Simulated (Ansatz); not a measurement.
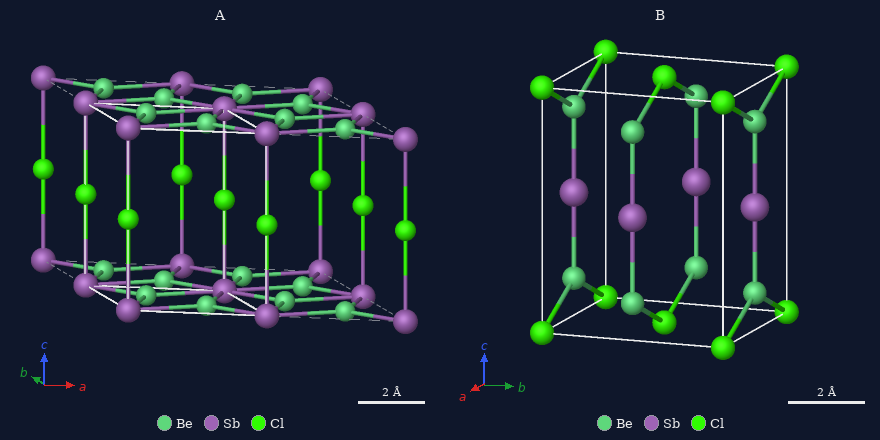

Two structures of Be$_{2}$SbCl, each relaxed to rest (conventional cells in solid outline, small ones repeated, not to one scale). Method: Ansatz, DFT PBE, scalar-relativistic, plane waves, PAW, without spin polarisation.

Characterise the two forms.

A: 4 atoms a cell on a primitive hexagonal lattice, P6/mmm. B: 8 atoms a cell on a base-centred orthorhombic lattice, Cmmm.

Which structure wins energetically, and by what margin?

B is lower, by 22 meV/atom at this level of theory (energies at zero smearing). Volumes: A 23.1, B 20.3 Å³/atom.

One or both may be structure types tried for this composition rather than known phases.
